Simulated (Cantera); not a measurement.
Input: 1 mol SiH2Cl2, 0.049 mol HCl, 170 mol H2, held at 1.90 bar.

These are equilibrium values from Cantera (NASA tables, ideal gas, pure condensed phases), not measurements of a reactor. Candidate condensed phases: Si; 19 gas species. The tables' values for SiCl3 are old estimates; treat these amounts as uncertain. Gases not in the tables: Si2H6 and higher silanes. Equilibrium is a limit: real reactors are often held back by kinetics, nucleation or transport.

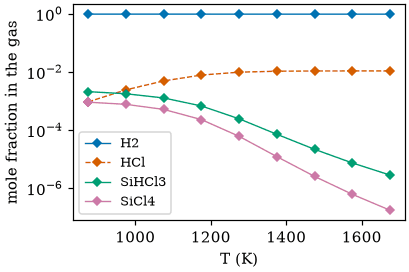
Figure. Equilibrium gas composition (values under 1e-9 drawn at 1e-9)

From 875 K to 1675 K the condensed part is Si(s). The main Si-bearing gas is SiHCl3 at 875 K and SiCl2 at 1675 K. The share of Si in condensed phases is highest at 1575 K (92.1 %) and lowest at 875 K (39.5 %).
